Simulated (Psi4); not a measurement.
# Si2 (disilicon): U-wB97X-D/def2-TZVPD (density fitting with cc-pvtz-jkfit, sweep point 4)

What is the vertical electron affinity of Si2 (disilicon) at U-wB97X-D/def2-TZVPD (density fitting with cc-pvtz-jkfit, sweep point 4)? The job is set up through a Python script.

The results are computed with Psi4 1.11.

2 further runs of the same task are left out: 2 set aside as unsound or not needed.

### 1 The structure to begin with

Si2 has 2 atoms, charge 0, and is taken as a triplet. As SMILES, `[Si]=[Si]`. Geometry: relaxed at GFN2-xTB.

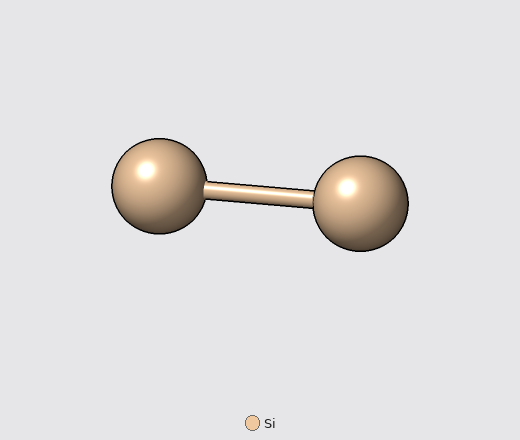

Viewed from a chosen angle; silicon light orange.

### 2 A single-point energy at U-wB97X-D/def2-TZVPD (density fitting with cc-pvtz-jkfit, sweep point 4)

File calc.py:

```python
import psi4

psi4.set_memory('1600 MB')
psi4.set_num_threads(1)
psi4.set_output_file('output.dat', False)

molecule = psi4.geometry("""
0 3
Si     0.000000     0.000000     0.000000
Si     0.000000     0.000000     2.174210
symmetry c1
""")

psi4.set_options({
    'basis': 'def2-TZVPD',
    'reference': 'uks',
    'puream': True,
    'scf_type': 'df',
    'dft_radial_points': 99,
    'dft_spherical_points': 590,
    'df_basis_scf': 'cc-pvtz-jkfit',
    'maxiter': 150,
})

result, w = psi4.energy("wb97x-d", molecule=molecule, return_wfn=True)
print(f'total energy {result:.8f} hartree = {result * 27.211386:.5f} eV')
for k, v in sorted(psi4.core.scalar_variables().items()):
    print(f'{k:45s} {v:18.10f}')
```

Run with:

```sh
$ python calc.py
```

output.dat, cut to the lines that bear on the results:

```text
[...]
  Running in c1 symmetry.
[...]
  Nuclear repulsion =   47.704100933819646
[...]
  Multiplicity = 3
[...]
  Nalpha       = 15
  Nbeta        = 13
[...]
    Number of basis functions: 86
[...]
   @DF-UKS iter   1:  -578.79438444482901   -6.43844e-01   4.13859e-03 DIIS/ADIIS
[...]
   @DF-UKS iter   8:  -578.83549095495539   -2.93618e-08   1.80489e-07 DIIS
[...]
   @S^2 Observed:                2.007859096E+00
[...]
    Orbital Energies [Eh]
    ---------------------
    Alpha Occupied:
       1A    -66.299301     2A    -66.299277     3A     -5.420203
       4A     -5.419959     5A     -3.766832     6A     -3.766707
       7A     -3.765888     8A     -3.764477     9A     -3.760747
      10A     -3.760625    11A     -0.641935    12A     -0.467426
      13A     -0.321186    14A     -0.308853    15A     -0.286162
    Alpha Virtual:
      16A     -0.024052    17A     -0.009379    18A      0.062486
      19A      0.070510    20A      0.121243    21A      0.121482
      22A      0.127371    23A      0.134354    24A      0.152030
      25A      0.158570    26A      0.165260    27A      0.171047
[...]
  @DF-UKS Final Energy:  -578.83549095495539
   => Energetics <=
    Nuclear Repulsion Energy =             47.7041009338196460
    One-Electron Energy =                -896.9413979680714419
    Two-Electron Energy =                 300.6942256383015319
    DFT Exchange-Correlation Energy =     -30.2923963969296537
    Empirical Dispersion Energy =          -0.0000231620754675
    VV10 Nonlocal Energy =                  0.0000000000000000
    Total Energy =                       -578.8354909549553895
[...]
 Multipole Moments:
 ------------------------------------------------------------------------------------
     Multipole            Electronic (a.u.)      Nuclear  (a.u.)        Total (a.u.)
 ------------------------------------------------------------------------------------
 L = 1.  Multiply by 2.5417464519 to convert [e a0] to [Debye]
 Dipole X            :         -0.0000000            0.0000000           -0.0000000
 Dipole Y            :          0.0000000            0.0000000            0.0000000
 Dipole Z            :         -0.0000000            0.0000000           -0.0000000
 Magnitude           :                                                    0.0000000
[...]
```

Standard output:

```text
total energy -578.83549095 hartree = -15750.91597 eV
CURRENT ENERGY                                   -578.8354909550
CURRENT REFERENCE ENERGY                         -578.8354909550
DD SOLVATION ENERGY                                 0.0000000000
DFT FUNCTIONAL TOTAL ENERGY                      -578.8354677929
DFT TOTAL ENERGY                                 -578.8354909550
DFT VV10 ENERGY                                     0.0000000000
DFT XC ENERGY                                     -30.2923963969
DISPERSION CORRECTION ENERGY                       -0.0000231621
GRID ELECTRONS ALPHA                               15.0000001250
GRID ELECTRONS BETA                                13.0000001192
GRID ELECTRONS TOTAL                               28.0000002442
NUCLEAR REPULSION ENERGY                           47.7041009338
ONE-ELECTRON ENERGY                              -896.9413979681
PCM POLARIZATION ENERGY                             0.0000000000
PE ENERGY                                           0.0000000000
SCF ITERATION ENERGY                             -578.8354909550
SCF ITERATIONS                                      8.0000000000
SCF TOTAL ENERGY                                 -578.8354909550
TWO-ELECTRON ENERGY                               300.6942256383
WB97X-D DISPERSION CORRECTION ENERGY               -0.0000231621
XC GRID RADIAL POINTS                              99.0000000000
XC GRID SPHERICAL POINTS                          590.0000000000
XC GRID TOTAL POINTS                           112054.0000000000
```

It took 11 s on 1 thread of Intel Xeon Platinum 8175M at 2.50GHz (Skylake/Cascade Lake), shared host; peak memory 0.49 GiB.

### 3 The doublet anion

File job.py:

```python
import psi4

psi4.set_memory('1600 MB')
psi4.set_num_threads(1)
psi4.core.set_output_file('psi4.out', False)

molecule = psi4.geometry("""
-1 2
Si     0.000000     0.000000     0.000000
Si     0.000000     0.000000     2.174210
symmetry c1
""")

options = {'basis': 'def2-TZVPD', 'reference': 'uks', 'puream': True, 'scf_type': 'df', 'dft_radial_points': 99, 'dft_spherical_points': 590, 'df_basis_scf': 'cc-pvtz-jkfit', 'maxiter': 150}
psi4.set_options(options)

e_tot = psi4.energy("wb97x-d", molecule=molecule)
print(f'wb97x-d energy: {e_tot:.10f} Eh')
```

Run with:

```sh
$ python job.py
```

psi4.out, cut to the lines that bear on the results:

```text
[...]
  Running in c1 symmetry.
[...]
  Nuclear repulsion =   47.704100933819646
[...]
  Multiplicity = 2
[...]
  Nalpha       = 15
  Nbeta        = 14
[...]
    Number of basis functions: 86
[...]
   @DF-UKS iter   1:  -578.78302555573953   -6.32486e-01   5.48497e-03 DIIS/ADIIS
[...]
   @DF-UKS iter   8:  -578.90657130941042   -1.24892e-07   4.64565e-07 DIIS
[...]
   @S^2 Observed:                7.607015092E-01
[...]
    Orbital Energies [Eh]
    ---------------------
    Alpha Occupied:
       1A    -66.066900     2A    -66.066876     3A     -5.188529
       4A     -5.188297     5A     -3.535394     6A     -3.533993
       7A     -3.531017     8A     -3.531017     9A     -3.530892
      10A     -3.530892    11A     -0.403633    12A     -0.245174
      13A     -0.107024    14A     -0.070809    15A     -0.070809
    Alpha Virtual:
      16A      0.181121    17A      0.181121    18A      0.191854
      19A      0.220690    20A      0.267379    21A      0.281341
      22A      0.281341    23A      0.305901    24A      0.311882
      25A      0.311882    26A      0.315773    27A      0.315773
[...]
  @DF-UKS Final Energy:  -578.90657130941042
   => Energetics <=
    Nuclear Repulsion Energy =             47.7041009338196460
    One-Electron Energy =                -903.3429173090503355
    Two-Electron Energy =                 307.1068834384539059
    DFT Exchange-Correlation Energy =     -30.3746152105581793
    Empirical Dispersion Energy =          -0.0000231620754675
    VV10 Nonlocal Energy =                  0.0000000000000000
    Total Energy =                       -578.9065713094104240
[...]
 Multipole Moments:
 ------------------------------------------------------------------------------------
     Multipole            Electronic (a.u.)      Nuclear  (a.u.)        Total (a.u.)
 ------------------------------------------------------------------------------------
 L = 1.  Multiply by 2.5417464519 to convert [e a0] to [Debye]
 Dipole X            :         -0.0000000            0.0000000           -0.0000000
 Dipole Y            :          0.0000000            0.0000000            0.0000000
 Dipole Z            :         -0.0000000            0.0000000           -0.0000000
 Magnitude           :                                                    0.0000000
[...]
```

The script printed:

```text
wb97x-d energy: -578.9065713094 Eh
```

Run time: 11 s. Hardware: 1 thread of Intel Xeon Platinum 8175M at 2.50GHz (Skylake/Cascade Lake), shared host; peak memory 0.49 GiB.

### 4 Summary of results

Level: U-wB97X-D/def2-TZVPD (density fitting with cc-pvtz-jkfit, sweep point 4).

| quantity | value |
| --- | --- |
| triplet Si2: total energy | -578.83549 Eh |
| triplet Si2: dipole moment | 0.00 D |
| triplet Si2: HOMO energy (highest over α and β) | -7.41 eV |
| triplet Si2: LUMO energy (lowest over α and β) | -2.37 eV |
| triplet Si2: dispersion energy | -0.06 kJ/mol |
| triplet Si2: ⟨S²⟩ | 2.008 |
| doublet anion: total energy | -578.90657 Eh |
| doublet anion: HOMO energy (highest over α and β) | -1.78 eV |
| doublet anion: LUMO energy (lowest over α and β) | 2.97 eV |
| doublet anion: dispersion energy | -0.06 kJ/mol |
| doublet anion: ⟨S²⟩ | 0.761 |
| vertical electron affinity (to the doublet anion) | 1.934 eV |

In words: At fixed nuclei the extra electron is bound by 1.93 eV (45 kcal/mol).
